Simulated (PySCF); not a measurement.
# C4H8OSi: the cost of one run

Computed with PySCF 2.14.0, with density-fitted response routines of our own, on a single molecule in the gas phase. Atoms count from 0, in the outputs and in this text.

### 1 Starting geometry

14 atoms, charge 0, multiplicity 1; geometry from: GFN2-xTB.

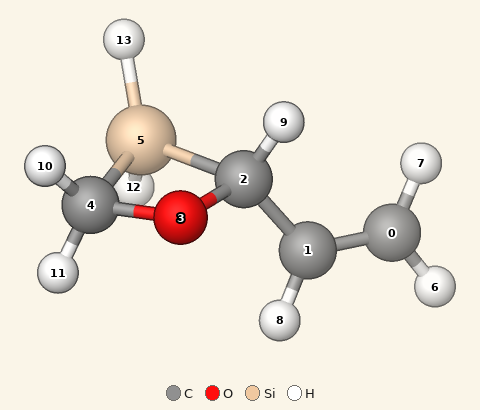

The starting geometry (carbon grey, oxygen red, silicon light orange, hydrogen white), atoms numbered.

### 2 Ultraviolet spectrum: CAM-B3LYP/def2-SVPD

Job settings and geometry (Å):

```
{"job": {"kind": "uv", "xc": "CAM-B3LYP", "basis": "def2-SVPD", "nstates": 8, "ntriplets": 3}, "charge": 0, "multiplicity": 1}
C      2.511862     0.248170     0.302316
C      1.353390    -0.357574     0.105208
C      0.119430    -0.103753     0.891391
O     -0.756899    -1.244609     0.933282
C     -1.931132    -0.790092     0.247845
Si    -1.237941     0.983355     0.028913
H      3.370542     0.050209    -0.315309
H      2.644878     0.970694     1.091027
H      1.237753    -1.084506    -0.687308
H      0.374071     0.197227     1.914220
H     -2.809307    -0.921872     0.886534
H     -2.087538    -1.376763    -0.663429
H     -0.948698     1.407765    -1.337387
H     -1.841090     2.021276     0.860556
```

Level: TDDFT CAM-B3LYP/def2-SVPD, vertical, gas phase, core orbitals frozen in the response.

Launch:

```
> OMP_NUM_THREADS=1 python probes_run.py task.json out
```

This one command runs all jobs of the session in turn.

Q: Estimate the wall time and peak memory of this first job on 1 thread of Arm Neoverse N1, shared host.

About 51 s, with a peak of 0.86 GiB.
